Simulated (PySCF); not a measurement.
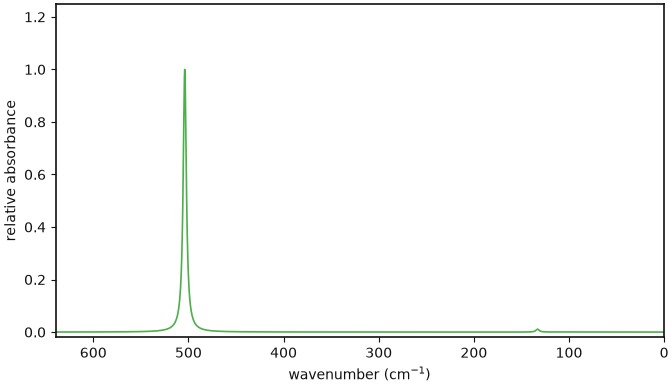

IR spectrum of SiBr₄, singlet, at a minimum, with Si as the central atom. Unscaled harmonic wavenumbers and double-harmonic intensities, PBE0/def2-SVP, PySCF 2.14.0, isolated molecule. Structures are the lowest points that the searches found. Degenerate modes count as one line, with their intensities summed. Lorentzian lines of 4 cm⁻¹ full width. Close modes add up in the curve.

### What symmetry does the computed molecule have?

The calculation gave Td. Its 9 modes give 4 distinct wavenumbers, 2 with an intensity of 0.05 km/mol or more.
```csv
cm⁻¹,km/mol,symmetry
84.4,0.0,e (×2)
133.0,4.8,t2 (×3)
250.8,0.0,a1
503.9,438.1,t2 (×3)
```

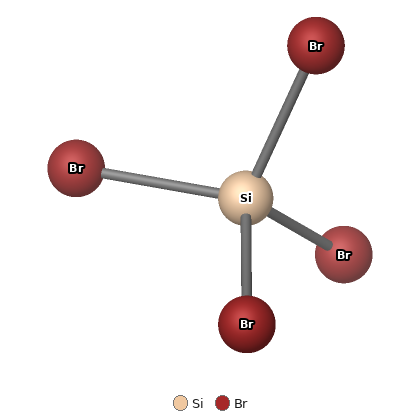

Known limits of this run: no scalar relativity; double-zeta basis on some or all atoms.
